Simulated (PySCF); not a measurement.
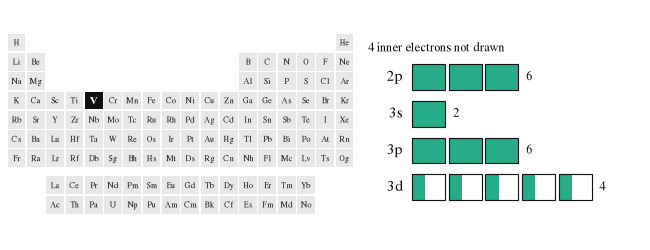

Figure 1. Left, the place of vanadium in the periodic table; right, the outer shells of the nominal configuration: a box for each of the 2l + 1 orbitals, shaded by the share of the shell that is filled, with the electron count at the right.

**Run report: V⁺, atomic calculation**

System: V⁺, configuration 1s2 2s2 2p6 3s2 3p6 3d4, multiplicity 5.
Method: unrestricted M06-L, cc-pVTZ, non-relativistic, point nucleus (PySCF).

Input:
```python
from pyscf import gto, scf, dft, mp, cc
import basis_set_exchange as bse
mol = gto.M(atom="V 0 0 0", charge=1, spin=4, symmetry="D2h",
            basis=gto.basis.parse(bse.get_basis("cc-pVTZ", elements=["V"], fmt="nwchem", header=False)))
mf = dft.UKS(mol, xc="M06L")
mf.irrep_nelec = {'Ag': (4, 3), 'B1g': (1, 0), 'B2g': (1, 0), 'B3g': (1, 0), 'B1u': (2, 2), 'B2u': (2, 2), 'B3u': (2, 2)}
mf.kernel()
```

The script is an equivalent of what the driver set up; the driver started from orbitals of its own, so the log can be shorter than this script's would be, and it computed the properties (radii, ⟨L²⟩, response) afterwards. It held the occupations shell by shell, which the script's counts by irreducible representation don't always enforce.

The run was one of a batch that the task file lists, launched with:
```bash
OMP_NUM_THREADS=1 python <driver script> TASK.json OUT
```

The program's output (extracts):
```
damping factor = 0
level_shift factor = 0
DIIS = <class 'pyscf.scf.diis.CDIIS'>
diis_start_cycle = 1
diis_space = 10
diis_damp = 0
SCF conv_tol = 1e-09
SCF conv_tol_grad = None
number electrons alpha = 13  beta = 9
XC functionals = M06L
    Y. Zhao and D. G. Truhlar.,  J. Chem. Phys. 125, 194101 (2006)
    Y. Zhao and D. G. Truhlar.,  J. Chem. Phys. 125, 194101 (2006)
    Y. Zhao and D. G. Truhlar.,  Theor. Chem. Acc. 120, 215 (2008)
cycle= 1 E= -943.629442665424  delta_E= -0.0098  |g|= 0.0325  |ddm|= 0.927
cycle= 2 E= -943.631485970512  delta_E= -0.00204  |g|= 0.0196  |ddm|= 0.303
cycle= 3 E= -943.631688248682  delta_E= -0.000202  |g|= 0.0221  |ddm|= 0.181
cycle= 4 E= -943.631780797847  delta_E= -9.25e-05  |g|= 0.0148  |ddm|= 0.0996
cycle= 5 E= -943.63184605976  delta_E= -6.53e-05  |g|= 0.00118  |ddm|= 0.0389
cycle= 6 E= -943.631846632355  delta_E= -5.73e-07  |g|= 0.000364  |ddm|= 0.00313
cycle= 7 E= -943.631846676611  delta_E= -4.43e-08  |g|= 2.96e-05  |ddm|= 0.000952
cycle= 8 E= -943.631846676913  delta_E= -3.02e-10  |g|= 2.02e-06  |ddm|= 0.000329
converged SCF energy = -943.631846676913  <S^2> = 6.0007609  2S+1 = 5.0003044
```

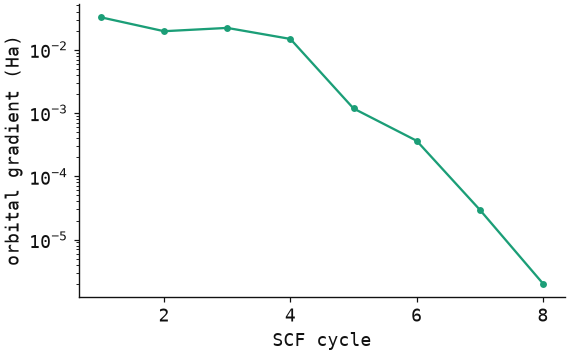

Figure 2. Convergence: orbital gradient against the SCF cycle. The residual falls almost steadily, with no more than small rises or pauses. It goes from 0.033 to 2.0×10⁻⁶ in 8 steps.

Summary:

```
      quantity                                                                 value
       outcome                                                             converged
  total energy                                                   −943.631847 hartree
kinetic energy                                                    942.524383 hartree
          ⟨S²⟩                                                                 6.001
          ⟨L²⟩                                                                  7.28
SCF iterations                                                                     8
      hardware  1 thread of Arm Neoverse V1, 23 GiB of memory available, shared host
     wall time                                                                   4 s
```

Remarks:

⟨L²⟩ departs from that of the intended term, so the determinant mixes terms.
